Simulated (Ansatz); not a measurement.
**Run report: C2H8AlCl, geometry relaxation (part 2 of 2)**

The same run, continued: C2H8AlCl; RKS PBE-D4/def2-SVP (Ansatz 0.2.0). It belongs to a series of runs on one base structure; here: end point A relaxed.

Geometry of the input (Å):
```
Al -0.2798  0.6565  0.1178
C  1.4849  0.1129  0.7917
C  -0.9675  0.2201  -1.6614
Cl -1.4852  1.8942  1.3742
H  -0.1971  -1.4911  1.3081
H  -0.8319  -1.7929  1.4000
H  2.2457  0.8659  0.4830
H  1.5320  0.0493  1.8960
H  1.8155  -0.8532  0.3598
H  -1.8167  0.8702  -1.9546
H  -1.3269  -0.8320  -1.6808
H  -0.1731  0.2999  -2.4339
```

Trajectory as extended XYZ (Å, eV, eV/Å), 9 of the 30 frames kept, from step=1 to step=30
```
12
Properties=species:S:1:pos:R:3:forces:R:3 step=1 energy=-21305.87269
Al   -0.2798    0.6565    0.1178    0.0789  -0.0869   0.0754
C     1.4849    0.1129    0.7917    0.1297   0.3061  -0.1630
C    -0.9675    0.2201   -1.6614   -0.0094  -0.0012   0.0285
Cl   -1.4852    1.8942    1.3742    0.0125   0.0003  -0.0024
H    -0.1971   -1.4911    1.3081    2.1492   0.9344  -0.2773
H    -0.8319   -1.7929    1.4000   -2.3371  -1.0700   0.3038
H     2.2457    0.8659    0.4830   -0.0081  -0.0109   0.0248
H     1.5320    0.0493    1.8960   -0.0137  -0.0121   0.0465
H     1.8155   -0.8532    0.3598    0.0039  -0.0508  -0.0074
H    -1.8167    0.8702   -1.9546    0.0239  -0.0234  -0.0173
H    -1.3269   -0.8320   -1.6808   -0.0062   0.0078  -0.0136
H    -0.1731    0.2999   -2.4339   -0.0237   0.0067   0.0022
12
Properties=species:S:1:pos:R:3:forces:R:3 step=5 energy=-21306.00725
Al   -0.2258    0.6341    0.1485    0.0241   0.0052   0.0094
C     1.5836    0.1977    0.7688   -0.0150   0.0115  -0.0240
C    -0.9534    0.1741   -1.6113   -0.0204  -0.0339   0.0157
Cl   -1.4246    1.8840    1.4048    0.0149  -0.0317   0.0001
H    -0.4049   -1.6869    1.2904   -0.1759  -0.0330  -0.0031
H    -1.1762   -1.7687    1.2665    0.1583   0.0627  -0.0126
H     2.2919    0.9960    0.4537   -0.0166  -0.0062   0.0073
H     1.6506    0.1248    1.8734    0.0035   0.0046   0.0022
H     1.9557   -0.7517    0.3287    0.0075   0.0086   0.0033
H    -1.8298    0.7973   -1.8814    0.0122  -0.0040   0.0036
H    -1.2809   -0.8883   -1.6358    0.0089   0.0142  -0.0049
H    -0.1861    0.2877   -2.4064   -0.0015   0.0019   0.0028
12
Properties=species:S:1:pos:R:3:forces:R:3 step=8 energy=-21306.02384
Al   -0.2136    0.5256    0.1915    0.0090  -0.0208   0.0030
C     1.6281    0.1857    0.7675    0.0746  -0.0057  -0.0309
C    -0.9492    0.0979   -1.5743    0.0291   0.0135  -0.0747
Cl   -1.4147    1.7411    1.4820   -0.0165   0.0091   0.0006
H    -0.5392   -1.5997    1.2027   -0.3157   0.0792  -0.0403
H    -1.2899   -1.3887    1.1277    0.3092  -0.0885   0.0608
H     2.2634    1.0549    0.4789   -0.0309  -0.0626   0.0210
H     1.7165    0.0790    1.8687    0.0010   0.0056  -0.0190
H     2.0769   -0.7132    0.2892   -0.0353   0.0634   0.0251
H    -1.8632    0.6867   -1.7963    0.0172  -0.0314  -0.0015
H    -1.2114   -0.9795   -1.6640    0.0158   0.0516   0.0066
H    -0.2037    0.3103   -2.3738   -0.0576  -0.0133   0.0494
12
Properties=species:S:1:pos:R:3:forces:R:3 step=12 energy=-21306.03355
Al   -0.2070    0.5320    0.1792   -0.0215   0.0109   0.0101
C     1.6307    0.1853    0.7610   -0.0635  -0.0035  -0.0226
C    -0.9349    0.1079   -1.5907    0.0173  -0.0007   0.0756
Cl   -1.4344    1.7282    1.4672    0.0021  -0.0181   0.0016
H    -0.5908   -1.6535    1.1571   -0.0611   0.0170  -0.0079
H    -1.2862   -1.3409    1.2914    0.0532   0.0004   0.0099
H     2.2766    1.0414    0.4741    0.0391   0.0537  -0.0066
H     1.7156    0.0706    1.8599    0.0071  -0.0063   0.0248
H     2.0604   -0.7136    0.2745    0.0269  -0.0510  -0.0049
H    -1.8818    0.6457   -1.7912   -0.0292   0.0252  -0.0171
H    -1.1388   -0.9778   -1.6964    0.0094  -0.0437  -0.0064
H    -0.2094    0.3747   -2.3862    0.0201   0.0162  -0.0566
12
Properties=species:S:1:pos:R:3:forces:R:3 step=15 energy=-21306.04206
Al   -0.2021    0.5215    0.1793    0.0183   0.0008   0.0031
C     1.6397    0.1837    0.7569   -0.0453  -0.0064  -0.0175
C    -0.9223    0.1013   -1.5943    0.0021  -0.0033   0.0217
Cl   -1.4422    1.6920    1.4814    0.0007  -0.0152   0.0042
H    -0.6993   -1.6735    1.0826   -0.1756   0.1278   0.0733
H    -1.2701   -1.2374    1.3869    0.1661  -0.1074  -0.0703
H     2.2941    1.0269    0.4472    0.0107   0.0133  -0.0017
H     1.7276    0.0930    1.8585    0.0040  -0.0013   0.0058
H     2.0585   -0.7338    0.2927    0.0129  -0.0077   0.0038
H    -1.9073    0.5794   -1.7701    0.0084  -0.0133  -0.0055
H    -1.0487   -0.9948   -1.7291    0.0077   0.0130  -0.0092
H    -0.2279    0.4416   -2.3922   -0.0099  -0.0003  -0.0078
12
Properties=species:S:1:pos:R:3:forces:R:3 step=19 energy=-21306.04895
Al   -0.1887    0.5045    0.1813   -0.0047   0.0067   0.0005
C     1.6545    0.1746    0.7519    0.0000  -0.0161  -0.0006
C    -0.9089    0.0856   -1.5920   -0.0263  -0.0288  -0.0326
Cl   -1.4186    1.6715    1.4994    0.0015   0.0135  -0.0034
H    -0.8602   -1.6413    1.0215    0.0288  -0.0396  -0.0272
H    -1.2697   -1.1449    1.4489   -0.0218   0.0345   0.0217
H     2.3051    1.0206    0.4394   -0.0035  -0.0006   0.0005
H     1.7459    0.0884    1.8539   -0.0007   0.0009  -0.0008
H     2.0791   -0.7427    0.2920    0.0012   0.0033   0.0019
H    -1.9534    0.4394   -1.7198    0.0478  -0.0165   0.0017
H    -0.8948   -1.0102   -1.7873    0.0106   0.0548   0.0042
H    -0.2905    0.5546   -2.3895   -0.0328  -0.0120   0.0342
12
Properties=species:S:1:pos:R:3:forces:R:3 step=23 energy=-21306.05332
Al   -0.1808    0.5053    0.1772   -0.0103  -0.0070   0.0021
C     1.6546    0.1474    0.7554    0.0072   0.0196   0.0022
C    -0.9092    0.0740   -1.5882    0.0128  -0.0171  -0.0840
Cl   -1.3795    1.7362    1.4649    0.0021   0.0055   0.0005
H    -0.8864   -1.6092    1.0285   -0.0052  -0.0004   0.0041
H    -1.2970   -1.1077    1.4520    0.0072   0.0006  -0.0082
H     2.3120    0.9899    0.4468    0.0022  -0.0067   0.0047
H     1.7389    0.0639    1.8582    0.0010  -0.0036   0.0009
H     2.0773   -0.7722    0.2994   -0.0074  -0.0066  -0.0020
H    -1.9995    0.2708   -1.6634    0.0578  -0.0201   0.0054
H    -0.7252   -0.9894   -1.8631   -0.0164   0.0811   0.0182
H    -0.4050    0.6912   -2.3677   -0.0510  -0.0454   0.0563
12
Properties=species:S:1:pos:R:3:forces:R:3 step=26 energy=-21306.05600
Al   -0.1714    0.5122    0.1722    0.0041   0.0075  -0.0026
C     1.6565    0.1327    0.7624   -0.0030  -0.0111  -0.0005
C    -0.9039    0.0709   -1.5893   -0.0192  -0.0193  -0.0343
Cl   -1.3612    1.7709    1.4421    0.0030  -0.0013  -0.0038
H    -0.9052   -1.5871    1.0285   -0.0038   0.0067   0.0018
H    -1.3085   -1.0709    1.4416    0.0030  -0.0065  -0.0015
H     2.3383    0.9511    0.4433   -0.0020  -0.0003  -0.0004
H     1.7354    0.0616    1.8666   -0.0006   0.0020  -0.0007
H     2.0535   -0.8062    0.3218    0.0005   0.0056   0.0027
H    -2.0126    0.1283   -1.6134    0.0494  -0.0008  -0.0021
H    -0.5995   -0.9462   -1.9209   -0.0101   0.0440   0.0080
H    -0.5215    0.7826   -2.3552   -0.0213  -0.0266   0.0334
12
Properties=species:S:1:pos:R:3:forces:R:3 step=30 energy=-21306.05680
Al   -0.1634    0.5134    0.1661   -0.0008   0.0030   0.0003
C     1.6572    0.1190    0.7682    0.0007   0.0035   0.0024
C    -0.9020    0.0677   -1.5913    0.0072   0.0014  -0.0194
Cl   -1.3400    1.8019    1.4181    0.0022  -0.0069  -0.0027
H    -0.9240   -1.5747    1.0252    0.0013   0.0020   0.0001
H    -1.3134   -1.0570    1.4489   -0.0022   0.0015   0.0010
H     2.3499    0.9230    0.4362   -0.0003  -0.0013   0.0001
H     1.7308    0.0691    1.8739    0.0006  -0.0010  -0.0013
H     2.0449   -0.8326    0.3474   -0.0011  -0.0011   0.0001
H    -2.0106    0.0269   -1.5836    0.0106  -0.0025  -0.0015
H    -0.5168   -0.9010   -1.9755   -0.0104   0.0161   0.0066
H    -0.6126    0.8442   -2.3337   -0.0077  -0.0147   0.0144
```

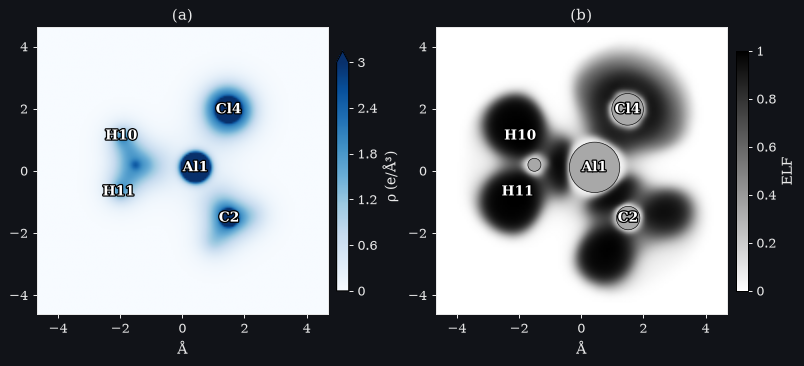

Fig. 1: (a) electron density; (b) electron localisation function on the plane of atoms C2, Al1 and Cl4. Grey discs, where drawn, cover atomic cores. The plane passes through Al, C, Cl and H nuclei. Al–Cl (2.15 Å): ρ is about 0.64 e/Å³ halfway; the ELF peaks at about 0.85 in the valence shell of Cl, 0.9 Å from its nucleus, and is about 0.80 at the midpoint.

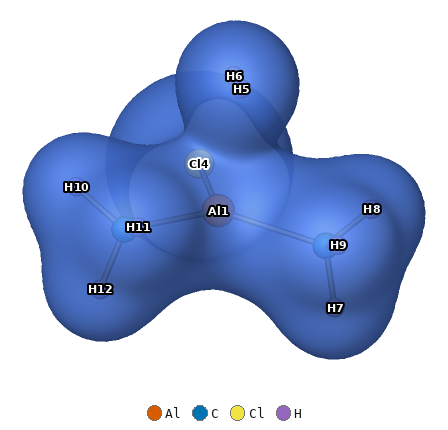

Fig. 2: Isosurface of the electron density at 0.06 e/Å³ (blue), seen at a tilt. At this value the surface is in one piece. On the grid the lowest density along these lines, outside the cores, is 0.1 e/Å³ (Al···H, 2.33 Å), 0.61 e/Å³ (C–Al, 1.96 Å), 0.45 e/Å³ (Al–Cl, 2.15 Å) and 1.6 e/Å³ (H–H, 0.77 Å).

Results in brief

```tsv
quantity	value
outcome	converged
total energy	−21306.0568 eV
mean-field energy	−21305.8353 eV
largest force (length of the vector) at the end	0.022 eV/Å
hardware	2 threads of Arm Neoverse V2, 24 GiB of memory available, shared host
wall time	47 s (CPU time 90 s)
peak memory	0.14 GiB
```
